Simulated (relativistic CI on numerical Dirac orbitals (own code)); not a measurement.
# Ti⁴⁺: 2p photoemission with charge transfer

Wanted: the shape of the 2p photoemission spectrum of Ti⁴⁺ in a cubic metal-ligand cluster, for 3 values of Udd.

Program: relativistic CI on numerical Dirac orbitals (own code) version 3. Level of theory: charge-transfer multiplet model of a cubic metal-ligand cluster with up to 2 ligand holes, Slater and spin-orbit integrals from Dirac-Coulomb-Breit ions, Slater integrals scaled by 0.9. These are calculated values, not measurements, unless marked.

**1. What is computed**

| Quantity | Value |
| --- | --- |
| ion | Ti⁴⁺ (Ti V) |
| nuclear charge | 22 |
| electrons | 18 |
| d electrons | 0 |
| ligand holes at most | 2 |
| parameters | in eV; Veg, Vt2g hoppings, tenDq and tenDqL metal and ligand splittings (negative tenDq: tetrahedral), red the scaling of hopping with a core hole |
| temperature | 300 K |
| widths | Lorentz 0.6 eV, Gauss 0.8 eV |

**2. Udd = 4.6 eV**

Input settings:

```ini
cluster ion=Ti4+ d0 ligand_holes=2 slater_scale=0.9
Delta=1 Udd=4.6 Upd=5.5 tenDq=0.35 tenDqL=1.5 Veg=3.55 Vt2g=-1.75 red=0.8
spectrum xps 2p T=300 lorentz=0.6 gauss=0.8
```

On the command line:

```
$ python run_levels.py task.json out
```

One command runs all members of the session, one after another, from task.json.

**3. Udd = 3.9 eV**

Input settings:

```ini
cluster ion=Ti4+ d0 ligand_holes=2 slater_scale=0.9
Delta=1 Udd=3.9 Upd=5.5 tenDq=0.35 tenDqL=1.5 Veg=3.55 Vt2g=-1.75 red=0.8
spectrum xps 2p T=300 lorentz=0.6 gauss=0.8
```

**4. Udd = 6.7 eV**

Input settings:

```ini
cluster ion=Ti4+ d0 ligand_holes=2 slater_scale=0.9
Delta=1 Udd=6.7 Upd=5.5 tenDq=0.35 tenDqL=1.5 Veg=3.55 Vt2g=-1.75 red=0.8
spectrum xps 2p T=300 lorentz=0.6 gauss=0.8
```

(Steps that only read results are left out.)

What does the calculation give? Wanted: d count; ground spin.

As calculated:

| run | d count | weight without ligand hole | ground S | up to four highest peaks (% of the highest), eV from the first main peak |
| --- | --- | --- | --- | --- |
| Udd = 4.6 eV | 0.94 | 0.26 | 0.00 | 0.0 (100), 4.6 (15), 6.2 (32) |
| Udd = 3.9 eV | 0.96 | 0.25 | 0.00 | 0.0 (100), 4.5 (14), 6.2 (33) |
| Udd = 6.7 eV | 0.88 | 0.29 | 0.00 | 0.0 (100), 4.7 (17), 6.1 (31) |

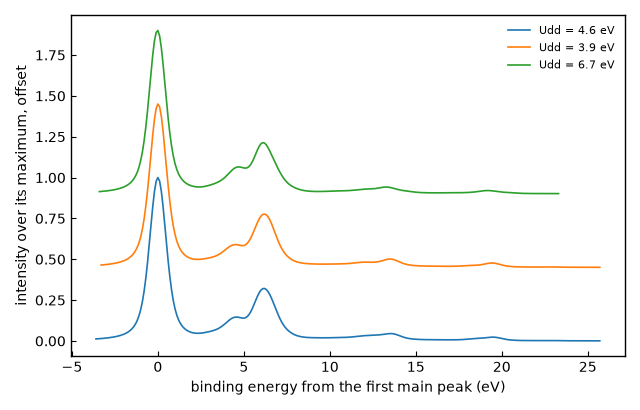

The spectra, each scaled to its maximum and offset.

```
                           quantity         value
                            d count  0.88 to 0.96
ground spin (effective S from ⟨S²⟩)          0.00
```

**Reading.** From Udd = 3.9 eV to Udd = 6.7 eV the ground-state d count goes from 0.96 to 0.88. In the first run the ligand-hole configurations outweigh d0 itself: the bond is strongly covalent. The space is cut at the given number of ligand holes while the last configuration still holds over a tenth of the ground state. The cluster parameters are drawn, not fitted to a compound.
